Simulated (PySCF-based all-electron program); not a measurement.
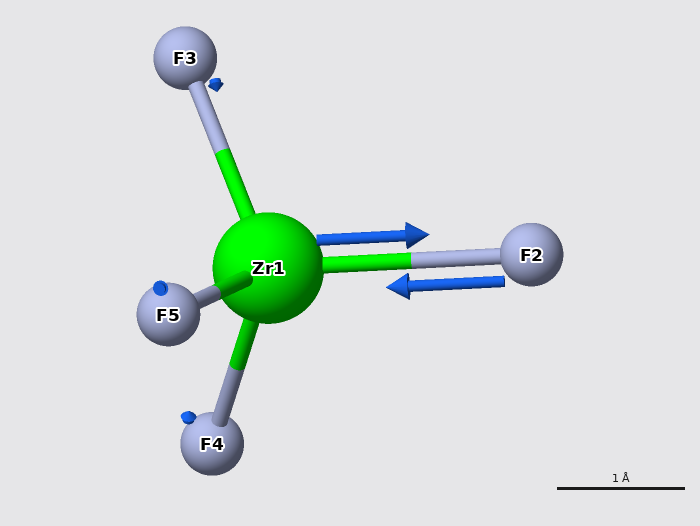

Arrows show the forces on the atoms, 0.3 Å of arrow for 1 eV/Å; forces under a tenth of the largest aren't drawn. The species is neutral and a spin singlet. Level of theory: r2SCAN, all-electron, scalar-relativistic (Koelling-Harmon), large uncontracted Gaussian sets (PySCF-based all-electron program).

**Which bond do the forces act along most?**

Zr1–F2, now 2.090 Å: the forces pull its atoms together, so a first step downhill shortens it.

List the force components in the frame of the picture (x right, y up, z towards the viewer), in eV/Å.

| atom | Fx | Fy | Fz |
| --- | --- | --- | --- |
| Zr1 | 2.97 | 0.15 | 0.30 |
| F2 | −3.12 | −0.16 | −0.31 |
| F3 | 0.06 | −0.32 | 0.12 |
| F4 | 0.02 | 0.26 | 0.22 |
| F5 | 0.08 | 0.07 | −0.33 |
